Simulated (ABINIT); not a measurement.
**GaN (F-43m): G0W0 with ABINIT, start to end**

Wanted: ground state, empty states, screening and self-energy for GaN (F-43m).

Calculated with ABINIT 10.8.3; LDA and many-body steps on it, plane waves.

**Experimental background.**

- Gap 3.23 eV: absorption onset (direct gap at Gamma) of unexcited film, from imaginary part of dielectric function; spectroscopic ellipsometry (steady-state reference of time-resolved measurement); 300 K; film on 3C-SiC/Si(001) (“Femtosecond pump-probe absorption edge spectroscopy of cubic GaN”, 2022, arxiv:2206.02223).

## (1) The starting structure

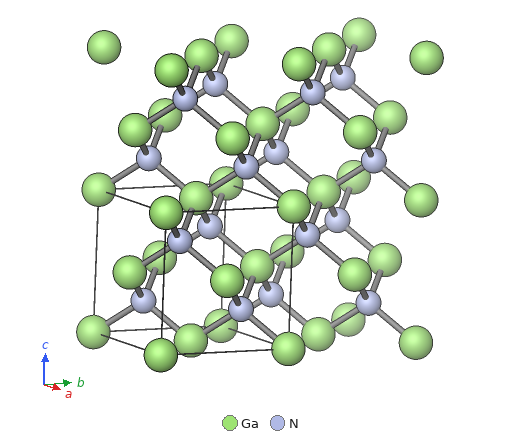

The cell as given, slightly off an axis (gallium green, nitrogen light blue). 1×2×2 cells are drawn. This picture shows the conventional cell, with its axes. Bonds to atoms that aren't drawn are left out. Some periodic images of atoms are drawn too.

The cell and positions are those that the Materials Project relaxed with its own functionals (PBE, PBE+U or r2SCAN), kept fixed. This is not the form that GaN usually takes at ambient conditions.

## (2) Ground state

This step: ABINIT 10.8.3; DFT, LDA, plane waves, norm-conserving pseudopotentials.

The ground-state density comes first.

Contents of run.abi:

```
acell 3*1.0 Angstrom
rprim 
  0.000000000000 2.253500607500 2.253500607500
  2.253500607500 0.000000000000 2.253500607500
  2.253500607500 2.253500607500 0.000000000000
ntypat 2
znucl 31 7
natom 2
typat 1 2
xred 
  0.000000000000 0.000000000000 0.000000000000
  0.750000000000 0.750000000000 0.750000000000
pp_dirpath "pseudos"
pseudos "Ga.upf, N.upf"
ecut 45
ngkpt 8 8 8
nshiftk 1
shiftk 0 0 0
kptopt 1
chksymbreak 0
nband 18
occopt 1
tolvrs 1e-10
nstep 60
prtwf 0
optforces 0
optstress 0
indata_prefix "in"
outdata_prefix "out"
tmpdata_prefix "tmp"
```

Command:

```sh
> OMP_NUM_THREADS=1 mpirun -n 8 abinit run.abi > log
```

Numbers of over 12 decimals in the logs are rounded to 6 here.

The log of the run:

```text
.Version 10.8.3 of ABINIT. v10.8.2 released Aug 2026.

 Symmetries : space group F-4 3 m (#216); Bravais cF (face-center cubic)
================================================================================
 Values of the parameters that define the memory need of the present run
     intxc =       0    ionmov =       0      iscf =       7    lmnmax =       6
     lnmax =       6     mgfft =      40  mpssoang =       3    mqgrid =    3001
     natom =       2  nloc_mem =       1    nspden =       1   nspinor =       1
    nsppol =       1      nsym =      24    n1xccc =    2501    ntypat =       2
    occopt =       1   xclevel =       1
-    mband =          18        mffmem =           1         mkmem =           4
       mpw =        2245          nfft =       64000          nkpt =          29
================================================================================
  Rough estimation (10% accuracy) of disk space for files :
================================================================================

--------------------------------------------------------------------------------
------------- Echo of variables that govern the present computation ------------
--------------------------------------------------------------------------------
 -outvars: echo values of preprocessed input variables --------
            acell      1.8897261259E+00  1.8897261259E+00  1.8897261259E+00 Bohr

      chksymbreak           0
             ecut      4.50000000E+01 Hartree
-          fftalg         312

              ixc       -1012
              kpt      0.00000000E+00  0.00000000E+00  0.00000000E+00
                       1.25000000E-01  0.00000000E+00  0.00000000E+00
                       2.50000000E-01  0.00000000E+00  0.00000000E+00
                       3.75000000E-01  0.00000000E+00  0.00000000E+00
                       5.00000000E-01  0.00000000E+00  0.00000000E+00
                       1.25000000E-01  1.25000000E-01  0.00000000E+00
                       2.50000000E-01  1.25000000E-01  0.00000000E+00
                       3.75000000E-01  1.25000000E-01  0.00000000E+00
                       5.00000000E-01  1.25000000E-01  0.00000000E+00
   [... 18 further rows ...]
                      -3.75000000E-01  5.00000000E-01  1.25000000E-01
                      -2.50000000E-01  5.00000000E-01  2.50000000E-01
         kptrlatt        8    0    0      0    8    0      0    0    8
          kptrlen      4.81794160E+01
P           mkmem           4
            natom           2
            nband          18
            ngfft          40      40      40
             nkpt          29
            nstep          60
             nsym          24
           ntypat           2
              occ      2.000000  2.000000  2.000000  2.000000  2.000000  2.000000
                       2.000000  2.000000  2.000000  2.000000  2.000000  2.000000
                       2.000000  0.000000  0.000000  0.000000  0.000000  0.000000
        optforces           0
        optstress           0
            prtwf           0
            rprim      0.0000000000E+00  2.2535006075E+00  2.2535006075E+00
[...]
spgroup         216

           tolvrs      1.00000000E-10

             xred      0.0000000000E+00  0.0000000000E+00  0.0000000000E+00
[...]
znucl       31.00000    7.00000

================================================================================

 chkinp: Checking input parameters for consistency.

================================================================================
== DATASET  1 ==================================================================
-   mpi_nproc: 8, omp_nthreads: 1 (-1 if OMP is not activated)

--- !DatasetInfo
iteration_state: {dtset: 1, }
dimensions: {natom: 2, nkpt: 29, mband: 18, nsppol: 1, nspinor: 1, nspden: 1, mpw: 2245, }
cutoff_energies: {ecut:  45.0, pawecutdg:  -1.0, }
electrons: {nelect:   2.60000000E+01, charge:   0.00000000E+00, occopt:   1.00000000E+00, tsmear:   1.00000000E-02, }

 Real(R)+Recip(G) space primitive vectors, cartesian coordinates (Bohr,Bohr^-1):
 R(1)=  0.0000000  4.2584990  4.2584990  G(1)= -0.1174123  0.1174123  0.1174123
 R(2)=  4.2584990  0.0000000  4.2584990  G(2)=  0.1174123 -0.1174123  0.1174123
 R(3)=  4.2584990  4.2584990  0.0000000  G(3)=  0.1174123  0.1174123 -0.1174123
 Unit cell volume ucvol=  1.5445417E+02 bohr^3
 Angles (23,13,12)=  6.00000000E+01  6.00000000E+01  6.00000000E+01 degrees

 getcut: wavevector=  0.0000  0.0000  0.0000  ngfft=  40  40  40
         ecut(hartree)=     45.000   => boxcut(ratio)=   2.19947

--- Pseudopotential description ------------------------------------------------
- Ga Generated using ONCVPSP code by D. R. Hamann
- 31.00000  21.00000  180309                  znucl, zion, pspdat
12 -1012 2 -1 1858                            pspcod,pspxc,lmax,lloc,mmax
     nproj     2     2     2
  pspatm : epsatm=   21.89818218
         --- l  ekb(1:nproj) -->
[...]
pspatm: atomic psp has been read  and splines computed

- N Generated using ONCVPSP code by D. R. Hamann
-  7.00000   5.00000  180309                  znucl, zion, pspdat
12 -1012 1 -1 1058                            pspcod,pspxc,lmax,lloc,mmax
     nproj     2     2     0
  pspatm : epsatm=    5.30777321
         --- l  ekb(1:nproj) -->
[...]
1   -4.361519   -1.032581
 pspatm: atomic psp has been read  and splines computed

   7.07354840E+02                                ecore*ucvol(ha*bohr**3)
--------------------------------------------------------------------------------

_setup2: Arith. and geom. avg. npw (full set) are    2226.443    2226.425

================================================================================

--- !BeginCycle
iteration_state: {dtset: 1, }
solver: {iscf: 7, nstep: 60, nline: 4, wfoptalg: 0, }
tolerances: {tolvrs: 1.00E-10, }

     iter   Etot(hartree)      deltaE(h)  residm     vres2
 ETOT  1  -257.66536319320    -2.577E+02 6.054E-01 9.603E+02
 ETOT  2  -258.19243751436    -5.271E-01 5.756E-02 9.937E+02
 ETOT  3  -258.34874099150    -1.563E-01 2.531E-02 2.330E+00
 ETOT  4  -258.34907247165    -3.315E-04 9.580E-04 9.977E-01
 ETOT  5  -258.34931177879    -2.393E-04 4.818E-04 2.071E-02
 ETOT  6  -258.34931707826    -5.299E-06 1.103E-04 3.604E-04
 ETOT  7  -258.34931717757    -9.931E-08 5.289E-05 2.207E-05
 ETOT  8  -258.34931718122    -3.656E-09 1.188E-05 1.119E-06
 ETOT  9  -258.34931718153    -3.018E-10 9.046E-06 9.733E-08
 ETOT 10  -258.34931718155    -2.700E-11 6.772E-06 6.403E-11

 At SCF step   10       vres2   =  6.40E-11 < tolvrs=  1.00E-10 =>converged.

--- !ResultsGS
iteration_state: {dtset: 1, }
comment   : Summary of ground state results
lattice_vectors:
- [  0.0000000,   4.2584990,   4.2584990, ]
- [  4.2584990,   0.0000000,   4.2584990, ]
- [  4.2584990,   4.2584990,   0.0000000, ]
lattice_lengths: [   6.02243,    6.02243,    6.02243, ]
lattice_angles: [ 60.000,  60.000,  60.000, ] # degrees, (23, 13, 12)
lattice_volume:   1.5445417E+02
convergence: {deltae: -2.700E-11, res2:  6.403E-11, residm:  6.772E-06, diffor:  0.000E+00, }
etotal    :  -2.58349317E+02
entropy   :   0.00000000E+00
fermie    :   2.38182463E-01
cartesian_stress_tensor: null
pressure_GPa: null
xred      :
- [  0.0000E+00,   0.0000E+00,   0.0000E+00, Ga]
- [  7.5000E-01,   7.5000E-01,   7.5000E-01,  N]
cartesian_forces: null
force_length_stats: {min: null, max: null, mean: null, }

 Integrated electronic density in atomic spheres:
 ------------------------------------------------
 Atom  Sphere_radius  Integrated_density
    1        2.00000         18.90382942
    2        2.00000          5.21039049
================================================================================

 ----iterations are completed or convergence reached----

 Mean square residual over all n,k,spin=   15.671E-09; max=  67.724E-07
 reduced coordinates (array xred) for    2 atoms
       0.000000000000      0.000000000000      0.000000000000
       0.750000000000      0.750000000000      0.750000000000
 rms dE/dt=  0.0000E+00; max dE/dt=  0.0000E+00; dE/dt below (all hartree)
    1       0.000000000000      0.000000000000      0.000000000000
    2       0.000000000000      0.000000000000      0.000000000000

 cartesian coordinates (angstrom) at end:
    1      0.000000     0.000000     0.000000
    2      3.380251     3.380251     3.380251
 length scales=  1.889726125908  1.889726125908  1.889726125908 bohr
              =  1.000000000000  1.000000000000  1.000000000000 angstroms
 prteigrs : about to open file out_EIG
 Fermi (or HOMO) energy (hartree) =   0.23818   Average Vxc (hartree)=  -0.44888
 Eigenvalues (hartree) for nkpt=  29  k points:
 kpt#   1, nband= 18, wtk=  0.00195, kpt=  0.0000  0.0000  0.0000 (reduced coord)
  -4.95898   -3.16412   -3.16412   -3.16412   -0.34194   -0.26273   -0.26273   -0.26273
  -0.25143   -0.25143    0.23818    0.23818    0.23818    0.30259    0.61142    0.61142
   0.61142    0.87394
 prteigrs : prtvol=0 or 1, do not print more k-points.

--- !EnergyTerms
iteration_state     : {dtset: 1, }
comment             : Components of total free energy in Hartree
kinetic             :  1.27387718955105E+02
hartree             :  1.00126548014695E+02
xc                  : -2.83268262913925E+01
Ewald energy        : -1.35314831293648E+02
psp_core            :  4.57970699665774E+00
local_psp           : -2.66322597360935E+02
non_local_psp       : -6.04790362020356E+01
total_energy        : -2.58349317181553E+02
total_energy_eV     : -7.03004305621269E+03
band_energy         : -3.12508209507255E+01

== END DATASET(S) ==============================================================
================================================================================

 -outvars: echo values of variables after computation  --------
           etotal     -2.5834931718E+02
            nband          18
             nkpt          29
          spgroup         216
 [... the other variables as echoed above ...]

 Calculation completed.
```

Run time: 7.6 s. Hardware: 8 MPI ranks of Arm Neoverse V2, shared host; peak memory 0.56 GiB.

This step gave:

| Property | Result |
| --- | --- |
| total energy | -7030.0431 eV |
| gap | 1.753 eV |
| k of the valence top | 0, 0, 0 |
| k of the conduction bottom | 0, 0, 0 |
| least direct gap | 1.753 eV |

The gap is direct, at Γ.

[end of part 1 of 3]

[Paths, hosts, dates, memory and timing lines, banners, echoed tables and standing remarks are left out of the program output.]

[Logs are printed without paths, hosts, clocks, repeated set-up lines and the standing remarks that a program may print on its own settings, such as how far it seeks lower states.]

[Runs of the session that timed out or met a known fault of the program may be left out.]

[Hosts, paths, dates, database ids (printed as entryN), source tags and the programs' standing remarks are cut or masked in the printed files.]

[G0W0 gaps are taken among the corrected bands and points alone; a level outside them can change the order at an edge.]

[Where Ansatz stands beside ABINIT at settings called matched, ABINIT's density can come from a denser mesh and the files from another edition; pairs whose starting gaps differed by over 0.03 eV were left out, so agreement reads better than it is.]
